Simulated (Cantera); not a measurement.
Charge: 1 mol FeCl₂, 0.3 mol H₂, 0.51 mol N₂, at 1.50 mbar.

Cantera equilibrium calculation (NASA polynomials, part measured and part estimated; ideal gas, pure solids and liquids). Candidate condensed phases: Fe, FeCl₂, FeCl₃, NH₄Cl; 18 gas species. Kinetics and transport are ignored.

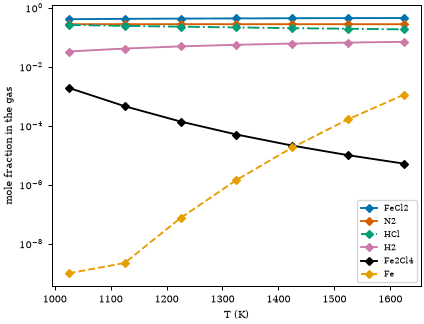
Equilibrium gas composition (values under 1e-9 drawn at 1e-9)

Question: Read off the mole fractions at 1325 K.

Answer: FeCl₂ about 0.44, N₂ about 0.28, HCl about 0.22, H₂ about 0.056, Fe₂Cl₄ about 5.1e-5, Fe about 1.5e-6.
